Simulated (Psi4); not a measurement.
# SiPH5O2 (SMILES O[SiH2]OP): CCSD(T)/6-31G(d) (spherical functions)

Aim: the vertical ionisation energy of SiPH5O2 at CCSD(T)/6-31G* (spherical functions), from 2 runs. 

The calculation is run with Psi4 1.11.

1 further run of the same task is left out (set aside as unsound or not needed).

## Step 1: The molecule

The species is SiPH5O2 (9 atoms), meant as a singlet with charge 0. SMILES: `O[SiH2]OP`. The shape is that of a PBE0-D4/def2-TZVP optimisation. This is one conformer, not always the lowest.

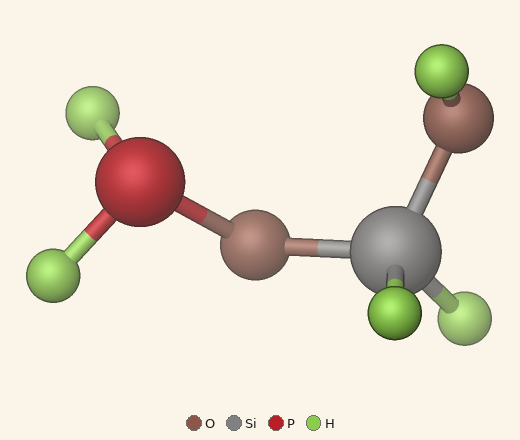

Viewed from a chosen angle; oxygen brown, silicon grey, phosphorus red, hydrogen green.

## Step 2: A single-point energy at CCSD(T)/6-31G(d) (spherical functions)

The input, h5o2psi.xyz:

```xyz
9
H5O2PSi
O     -0.307900     1.144300    -1.642900
Si     0.817700     0.562000    -0.606400
O      0.302400    -0.778100     0.201800
P     -0.942200    -0.834900     1.277600
H     -0.998700     1.706900    -1.290600
H      1.170600     1.605300     0.391300
H      1.964500     0.123500    -1.421100
H     -0.305900    -1.590900     2.302600
H     -1.612000    -1.984300     0.770600
```

The input, calc.py:

```python
import psi4

psi4.set_memory('2200 MB')
psi4.set_num_threads(1)
psi4.set_output_file('output.dat', False)

with open('h5o2psi.xyz') as f:
    atoms = ''.join(f.readlines()[2:])
geom = psi4.geometry('0 1\n' + atoms + 'symmetry c1\nno_reorient\nno_com')

psi4.set_options({
    'basis': '6-31G*',
    'puream': True,
    'e_convergence': 1e-09,
    'd_convergence': 1e-08,
    'scf_type': 'pk',
    'num_frozen_docc': 12,
})

E = psi4.energy('ccsd(t)')
print('E =', round(E, 9))
```

The run is started by

```
$ python calc.py
```

output.dat:

```text
[...]
  Running in c1 symmetry.
[...]
  Nuclear repulsion =  233.152845558399036
[...]
  Multiplicity = 1
[...]
  Nalpha       = 25
  Nbeta        = 25
[...]
    Number of basis functions: 74
[...]
   @RHF iter   1:  -782.20956751747019   -7.62546e-01   7.28135e-03 DIIS/ADIIS
[...]
   @RHF iter  12:  -782.34644623445161   -3.29692e-12   3.70852e-09 DIIS
[...]
    Orbital Energies [Eh]
    ---------------------
    Doubly Occupied:
       1A    -79.978188     2A    -68.812631     3A    -20.569425
       4A    -20.567338     5A     -7.527781     6A     -6.165261
       7A     -5.421970     8A     -5.420792     9A     -5.419285
      10A     -4.272506    11A     -4.271669    12A     -4.271045
      13A     -1.362921    14A     -1.341136    15A     -0.861438
      16A     -0.752973    17A     -0.664926    18A     -0.622022
      19A     -0.609301    20A     -0.578681    21A     -0.545047
      22A     -0.511305    23A     -0.481596    24A     -0.457647
      25A     -0.374692
[...]
  @RHF Final Energy:  -782.34644623445161
   => Energetics <=
    Nuclear Repulsion Energy =            233.1528455583990365
    One-Electron Energy =               -1547.2754326364461122
    Two-Electron Energy =                 531.7761408435953854
    Total Energy =                       -782.3464462344516051
[...]
 Multipole Moments:
 ------------------------------------------------------------------------------------
     Multipole            Electronic (a.u.)      Nuclear  (a.u.)        Total (a.u.)
 ------------------------------------------------------------------------------------
 L = 1.  Multiply by 2.5417464519 to convert [e a0] to [Debye]
 Dipole X            :          4.3660384           -4.7445354           -0.3784970
 Dipole Y            :          3.8469687           -3.5250951            0.3218736
 Dipole Z            :          0.7345133           -0.1919962            0.5425172
 Magnitude           :                                                    0.7356544
[...]
      * MP2 total energy                      = -782.878822878022902
[...]
      * CCSD total energy                     = -782.917138212609416
[...]
      * CCSD(T) total energy                  = -782.929283816171619
```

Standard output:

```text
E = -782.929283816
```

It took 25 s on 1 thread of Intel Xeon Platinum 8259CL at 2.50GHz (Skylake/Cascade Lake), shared host; peak memory 0.38 GiB.

## Step 3: The doublet cation, same level

The input, h5o2psi.inp:

```
memory 2200 mb

molecule {
  1 2
  O
  Si 1 1.637187
  O 2 1.647601 1 112.63239
  P 3 1.646087 2 125.81202 1 -64.77696
  H 1 0.958039 2 118.15097 3 82.24499
  H 2 1.486075 1 109.79207 5 -38.67617
  H 2 1.473489 6 113.28507 3 -117.13562
  H 4 1.423741 3 98.68026 2 -134.00822
  H 4 1.423658 8 92.17492 3 99.1196
  symmetry c1
}

set globals {
  basis           6-31G*
  reference       uhf
  puream          true
  e_convergence   1e-09
  d_convergence   1e-08
  scf_type        pk
  num_frozen_docc 12
  maxiter         100
}

E = energy('ccsd(t)')
```

The run is started by

```
$ psi4 -n 1 h5o2psi.inp h5o2psi.out
```

h5o2psi.out:

```text
[...]
  Running in c1 symmetry.
[...]
  Nuclear repulsion =  233.152825446956570
[...]
  Multiplicity = 2
[...]
  Nalpha       = 25
  Nbeta        = 24
[...]
    Number of basis functions: 74
[...]
   @UHF iter   1:  -781.84717100694547   -4.00151e-01   7.56568e-03 DIIS/ADIIS
[...]
   @UHF iter  18:  -782.01443936581541   -2.95586e-12   7.18226e-09 DIIS
[...]
   @S^2 Observed:                7.627311392E-01
[...]
    Orbital Energies [Eh]
    ---------------------
    Alpha Occupied:
       1A    -80.311217     2A    -68.986370     3A    -20.846731
       4A    -20.725919     5A     -7.858878     6A     -6.340956
       7A     -5.761097     8A     -5.749138     9A     -5.749045
      10A     -4.448613    11A     -4.446719    12A     -4.445871
      13A     -1.629247    14A     -1.505736    15A     -1.156162
      16A     -0.953940    17A     -0.893309    18A     -0.880610
      19A     -0.867593    20A     -0.777628    21A     -0.748971
      22A     -0.728774    23A     -0.699816    24A     -0.672786
      25A     -0.629074
    Alpha Virtual:
[...]
  @UHF Final Energy:  -782.01443936581541
   => Energetics <=
    Nuclear Repulsion Energy =            233.1528254469565695
    One-Electron Energy =               -1535.7283213379985227
    Two-Electron Energy =                 520.5610565252266042
    Total Energy =                       -782.0144393658154058
  UHF NO Occupations:
  HONO-2 :   23  A 1.9991987
  HONO-1 :   24  A 1.9947384
[...]
 Multipole Moments:
 ------------------------------------------------------------------------------------
     Multipole            Electronic (a.u.)      Nuclear  (a.u.)        Total (a.u.)
 ------------------------------------------------------------------------------------
 L = 1.  Multiply by 2.5417464519 to convert [e a0] to [Debye]
 Dipole X            :         -2.3626026            0.3777569           -1.9848457
 Dipole Y            :         -3.8040309            1.5743996           -2.2296313
 Dipole Z            :          0.3978975            0.3051237            0.7030212
 Magnitude           :                                                    3.0667747
[...]
      * MP2 total energy                      = -782.534763662381465
[...]
      * CCSD total energy                     = -782.571822146359068
[...]
      * CCSD(T) total energy                     = -782.585271379461233
[...]
```

Run time: 93 s. Hardware: 1 thread of Intel Xeon Platinum 8259CL at 2.50GHz (Skylake/Cascade Lake), shared host; peak memory 0.4 GiB.

## Step 4: Results

Level: CCSD(T)/6-31G* (spherical functions), 12 core orbitals frozen.

```
                                                                  quantity          value
                                             singlet SiPH5O2: total energy  -782.92928 Eh
                      singlet SiPH5O2: HOMO energy (Hartree–Fock orbitals)      -10.20 eV
                      singlet SiPH5O2: LUMO energy (Hartree–Fock orbitals)        3.59 eV
                    singlet SiPH5O2: HOMO–LUMO gap (Hartree–Fock orbitals)       13.79 eV
             singlet SiPH5O2: correlation energy (12 core orbitals frozen)     -582.8 mEh
                                           singlet SiPH5O2: (T) correction     -12.15 mEh
                                            singlet SiPH5O2: T1 diagnostic          0.013
                                              doublet cation: total energy  -782.58527 Eh
doublet cation: HOMO energy (Hartree–Fock orbitals) (highest over α and β)      -17.06 eV
 doublet cation: LUMO energy (Hartree–Fock orbitals) (lowest over α and β)       -7.93 eV
              doublet cation: correlation energy (12 core orbitals frozen)     -570.8 mEh
                                            doublet cation: (T) correction     -13.45 mEh
                         doublet cation: ⟨S²⟩ of the reference determinant          0.763
                                             doublet cation: T1 diagnostic          0.029
                        vertical ionisation energy (to the doublet cation)       9.361 eV
```

The vertical ionisation energy comes to 9.36 eV (903 kJ/mol). The triples (singlet SiPH5O2) make up 2.1 % of the correlation energy. The triples (doublet cation) make up 2.4 % of the correlation energy.
